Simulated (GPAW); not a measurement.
# One shape, several levels: S2F2 (Difluorodisulfane)

Wanted: a comparison of 3 runs (PBE/real-space grid, LDA (PW92)/dzp, PBE/dzp) of S2F2 (Difluorodisulfane). 

Program for the calculation: GPAW 26.7.0.

3 further runs of the same task are left out: 1 that didn't finish, 2 set aside as unsound or not needed. Runs told in other sessions of the task aren't counted.

**1. The structure to begin with**

S2F2: 4 atoms, total charge 0, spin state singlet. SMILES: `FSSF`. The coordinates come from a GFN2-xTB relaxation.

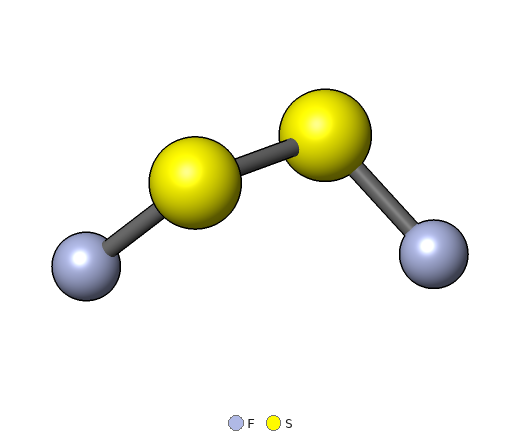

Viewed from a chosen angle; fluorine light blue, sulfur yellow.

**2. Energy and one-electron properties at PBE/real-space grid (scalar-relativistic datasets) (run 1)**

File run.py:

```python
import numpy as np
from ase import Atoms
from ase.units import Bohr, Debye
from gpaw import GPAW

# Atomic positions
positions_bohr = np.array(
              [[ -3.415378,  -0.418933,  -1.186483],
               [ -0.867668,   1.522155,  -1.178547],
               [  1.994757,  -0.573589,  -0.411582],
               [  2.288269,  -0.529615,   2.776612]])
system = Atoms("FSSF", positions=positions_bohr * Bohr)
system.center(vacuum=4.5)

# GPAW settings
calc = GPAW(mode="fd", h=0.18, xc="PBE", maxiter=150, txt="-")
system.calc = calc

energy = system.get_potential_energy()
print(f"Energy                  {energy:.5f} eV")
forces = system.get_forces()
print("Forces (eV/Ang)")
for symbol, f in zip(system.symbols, forces):
    print(f'{symbol:2} {f[0]:9.4f} {f[1]:9.4f} {f[2]:9.4f}')
dipole = system.get_dipole_moment() / Debye
print(f"Dipole = {np.linalg.norm(dipole):.3f} D")
homo, lumo = calc.get_homo_lumo()
print(f"HOMO                    {homo:.3f} eV")
print(f"LUMO: {lumo:.3f} eV")
print(f"Gap                     {lumo - homo:.3f} eV")
```

On the command line:

```bash
$ OMP_NUM_THREADS=1 python run.py
```

What it wrote:

```text
[...]
Number of symmetries: 1
[...]
  Number of IBZ points: 1
[...]
Spin-components: 1 (collinear spins)
Bands:           16
[...]
  Valence electrons: 26.0
[...]
  Grid points: [68 56 60]
  Charge: 0.0  # |e|
[...]
    cutoffs:
[...]
occupation numbers:
  # Zero width
[...]
xc functional:
  name: PBE with 2 nearest neighbor stencil
[...]
|iter     |     time |      energy | eigst |  dens |
[...]
|iter:   1| 00:00:02 |  -16.880353 | +0.95 |       |
[...]
|iter:  14| 00:00:17 |  -15.746047c| -7.58c| -5.64c|
Converged in 14 steps
[...]
Energy contributions relative to reference atoms: (reference = -27143.401366)
Energy contributions:
  Kinetic:          13.451932
  Coulomb:         -14.696079
  Zero:              0.755082
  External:          0.000000
  Xc:              -15.256982
  Entropy:           0.000000
  Spinorbit:         0.000000
  ----------------------------
  Free energy:     -15.746047
  Extrapolated:    -15.746047
dipole moment: (0.178891, 0.150183, -0.251887)  # |e|*Ang
Fermi level: -5.338
Eigenvalues  # (at kpt = [0.000, 0.000, 0.000])
| band index |      eig [eV] | occ [0-2] |
|------------|---------------|-----------|
|          0 |       -30.088 |     2.000 |
|        ... |               |           |
|          5 |       -12.053 |     2.000 |
|          6 |       -11.597 |     2.000 |
|          7 |       -10.750 |     2.000 |
|          8 |       -10.717 |     2.000 |
|          9 |       -10.285 |     2.000 |
|         10 |        -8.782 |     2.000 |
|         11 |        -7.407 |     2.000 |
|         12 |        -7.395 |     2.000 |
|         13 |        -3.281 |     0.000 |
|         14 |        -3.118 |     0.000 |
[...]
Gap: 4.114 eV
Transition (v -> c):
[...]
Forces (eV/Ang)
F     0.1009    0.5078    0.2002
S     0.2104   -0.8630   -0.1188
S    -0.4740    0.7217    0.3444
F     0.1182   -0.1411   -0.5103
Dipole = 1.650 D
HOMO                    -7.395 eV
LUMO: -3.281 eV
Gap                     4.114 eV
```

Run time: 18 s. Hardware: 1 thread of Arm Neoverse V1, shared host; peak memory 0.62 GiB.

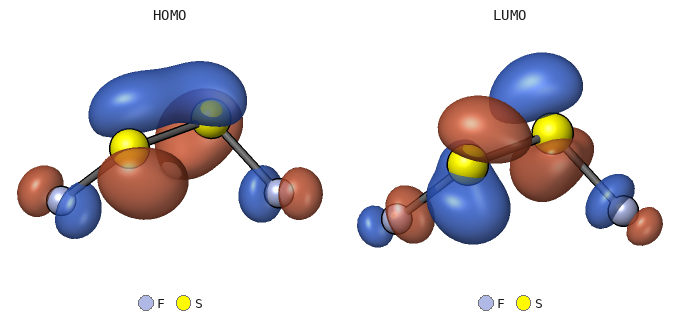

Frontier orbitals of this run, surfaces at ±0.2 Å^-3/2.

**3. Energy and one-electron properties at LDA (PW92)/dzp (scalar-relativistic datasets) (run 2)**

File F2S2.sdf:

```

     RDKit          3D

  4  3  0  0  0  0  0  0  0  0999 V2000
   -1.8073   -0.2217   -0.6279 F   0  0  0  0  0  0  0  0  0  0  0  0
   -0.4592    0.8055   -0.6237 S   0  0  0  0  0  0  0  0  0  0  0  0
    1.0556   -0.3035   -0.2178 S   0  0  0  0  0  0  0  0  0  0  0  0
    1.2109   -0.2803    1.4693 F   0  0  0  0  0  0  0  0  0  0  0  0
  2  1  1  0
  3  2  1  0
  4  3  1  0
M  END
$$$$
```

File run.py:

```python
import numpy as np
from ase.io import read
from ase.units import Debye
from gpaw import GPAW

# Set up the molecule
system = read("F2S2.sdf")
system.center(vacuum=5.0)

# Ground state
calculator = GPAW(mode="lcao", basis="dzp", h=0.18, maxiter=120, xc="LDA", txt="-")
system.calc = calculator

energy = system.get_potential_energy()
print(f"Energy: {energy:.5f} eV")
dipole = system.get_dipole_moment() / Debye
print(f"Dipole = {np.linalg.norm(dipole):.3f} D")
homo, lumo = calculator.get_homo_lumo()
print(f"HOMO: {homo:.3f} eV")
print(f"LUMO                    {lumo:.3f} eV")
print(f"Gap = {lumo - homo:.3f} eV")
```

On the command line:

```bash
$ python3 -u run.py | tee run.out
```

What it wrote:

```text
[...]
Number of symmetries: 1
[...]
  Number of IBZ points: 1
[...]
basis functions: 52
Spin-components: 1 (collinear spins)
Bands:           16
[...]
  Valence electrons: 26.0
[...]
  Grid points: [72 60 68]
  Charge: 0.0  # |e|
[...]
    cutoffs:
[...]
occupation numbers:
  # Zero width
[...]
xc functional:
  name: None
[...]
|iter     |     time |      energy | eigst |  dens |
[...]
|iter:   1| 00:00:04 |  -16.007664 |      c|       |
[...]
|iter:   9| 00:00:07 |  -14.609119c|      c| -4.01c|
Converged in 9 steps
[...]
Energy contributions relative to reference atoms: (reference = -27047.085471)
Energy contributions:
  Kinetic:          21.862423
  Coulomb:         -17.942255
  Zero:              0.354265
  External:          0.000000
  Xc:              -18.883551
  Entropy:           0.000000
  Spinorbit:         0.000000
  ----------------------------
  Free energy:     -14.609119
  Extrapolated:    -14.609119
dipole moment: (0.203635, 0.170981, -0.286392)  # |e|*Ang
Fermi level: -4.899
Eigenvalues  # (at kpt = [0.000, 0.000, 0.000])
| band index |      eig [eV] | occ [0-2] |
|------------|---------------|-----------|
|          0 |       -29.352 |     2.000 |
|        ... |               |           |
|          5 |       -11.702 |     2.000 |
|          6 |       -11.241 |     2.000 |
|          7 |       -10.270 |     2.000 |
|          8 |       -10.210 |     2.000 |
|          9 |        -9.765 |     2.000 |
|         10 |        -8.296 |     2.000 |
|         11 |        -7.016 |     2.000 |
|         12 |        -6.985 |     2.000 |
|         13 |        -2.814 |     0.000 |
|         14 |        -2.699 |     0.000 |
[...]
Gap: 4.171 eV
Transition (v -> c):
[...]
vacuum-level: 0.000  # V
Energy: -14.60912 eV
Dipole = 1.877 D
HOMO: -6.985 eV
LUMO                    -2.814 eV
Gap = 4.171 eV
```

Wall time 7.7 s (1 thread of Arm Neoverse V1, shared host); peak memory 0.7 GiB.

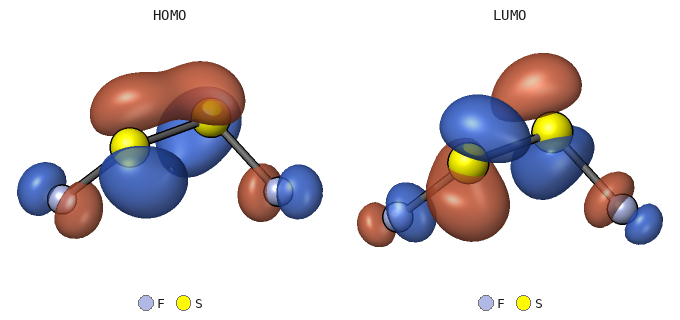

Frontier orbitals of this run, surfaces at ±0.2 Å^-3/2.

**4. Energy and one-electron properties at PBE/dzp (scalar-relativistic datasets) (run 3)**

File mol.xyz:

```xyz
4

F     -1.807340    -0.221690    -0.627860
S     -0.459150     0.805490    -0.623660
S      1.055580    -0.303530    -0.217800
F      1.210900    -0.280260     1.469320
```

File calc.py:

```python
import numpy as np
from ase.io import read
from ase.units import Debye
from gpaw import GPAW

# Structure
molecule = read('mol.xyz')
molecule.center(vacuum=4.5)

# Calculator
calc = GPAW(mode='lcao', basis='dzp', h=0.18, xc='PBE', maxiter=150, txt='-')
molecule.calc = calc

energy = molecule.get_potential_energy()
print(f'Energy                  {energy:.5f} eV')
forces = molecule.get_forces()
print('Forces (eV/Ang)')
for symbol, f in zip(molecule.symbols, forces):
    print(f'{symbol:2} {f[0]:9.4f} {f[1]:9.4f} {f[2]:9.4f}')
dipole = molecule.get_dipole_moment() / Debye
print(f'Dipole                  {np.linalg.norm(dipole):.3f} D')
homo, lumo = calc.get_homo_lumo()
print(f'HOMO = {homo:.3f} eV')
print(f'LUMO                    {lumo:.3f} eV')
print(f'Gap: {lumo - homo:.3f} eV')
```

On the command line:

```bash
$ python calc.py
```

What it wrote:

```text
[...]
Number of symmetries: 1
[...]
  Number of IBZ points: 1
[...]
basis functions: 52
Spin-components: 1 (collinear spins)
Bands:           16
[...]
  Valence electrons: 26.0
[...]
  Grid points: [68 56 60]
  Charge: 0.0  # |e|
[...]
    cutoffs:
[...]
occupation numbers:
  # Zero width
[...]
xc functional:
  name: PBE with 2 nearest neighbor stencil
[...]
|iter     |     time |      energy | eigst |  dens |
[...]
|iter:   1| 00:00:03 |  -14.543638 |      c|       |
[...]
|iter:   9| 00:00:07 |  -13.073565c|      c| -4.00c|
Converged in 9 steps
[...]
Energy contributions relative to reference atoms: (reference = -27143.401366)
Energy contributions:
  Kinetic:          25.901657
  Coulomb:         -21.745986
  Zero:              0.421759
  External:          0.000000
  Xc:              -17.650995
  Entropy:           0.000000
  Spinorbit:         0.000000
  ----------------------------
  Free energy:     -13.073565
  Extrapolated:    -13.073565
dipole moment: (0.196979, 0.165425, -0.276768)  # |e|*Ang
Fermi level: -4.682
Eigenvalues  # (at kpt = [0.000, 0.000, 0.000])
| band index |      eig [eV] | occ [0-2] |
|------------|---------------|-----------|
|          0 |       -29.459 |     2.000 |
|        ... |               |           |
|          5 |       -11.483 |     2.000 |
|          6 |       -11.019 |     2.000 |
|          7 |       -10.043 |     2.000 |
|          8 |        -9.983 |     2.000 |
|          9 |        -9.534 |     2.000 |
|         10 |        -8.108 |     2.000 |
|         11 |        -6.831 |     2.000 |
|         12 |        -6.803 |     2.000 |
|         13 |        -2.560 |     0.000 |
|         14 |        -2.439 |     0.000 |
[...]
Gap: 4.243 eV
Transition (v -> c):
[...]
Forces (eV/Ang)
F    -0.3511    0.0200    0.0586
S     0.1255   -0.0692   -0.2307
S     0.0373    0.2695   -0.1324
F     0.1920   -0.1310    0.2323
Dipole                  1.815 D
HOMO = -6.803 eV
LUMO                    -2.560 eV
Gap: 4.243 eV
```

It took 7.9 s on 1 thread of Arm Neoverse V1, shared host; peak memory 0.57 GiB.

**5. All runs side by side**

| run | level | mode | vacuum round the molecule | energy (Eh) | dipole moment (D) | HOMO energy (eV) | LUMO energy (eV) | wall time |
| --- | --- | --- | --- | --- | --- | --- | --- | --- |
| 1 | PBE/real-space grid (scalar-relativistic datasets) | fd | 4.5 | -998.080258 | 1.65 | -7.39 | -3.28 | 18 s |
| 2 | LDA (PW92)/dzp (scalar-relativistic datasets) | lcao | 5 | -994.498933 | 1.88 | -6.98 | -2.81 | 7.7 s |
| 3 | PBE/dzp (scalar-relativistic datasets) | lcao | 4.5 | -997.982046 | 1.81 | -6.80 | -2.56 | 7.9 s |

**6. What came out**

```
                                                     quantity        value
run 3: energy as printed (from the program's reference atoms)  -13.0736 eV
                                         run 3: dipole moment       1.81 D
                                           run 3: HOMO energy     -6.80 eV
                                           run 3: LUMO energy     -2.56 eV
                                         run 3: HOMO–LUMO gap      4.24 eV
```

What this shows: The dipole moment (its size) runs from 1.65 D (PBE/real-space grid) to 1.88 D (LDA (PW92)/dzp). The two ends differ in method and basis. The HOMO–LUMO gap runs from 4.11 eV (PBE/real-space grid) to 4.24 eV (PBE/dzp). Totals of different functionals can't be ranked against each other. All runs together took 33 s, the longest 18 s.
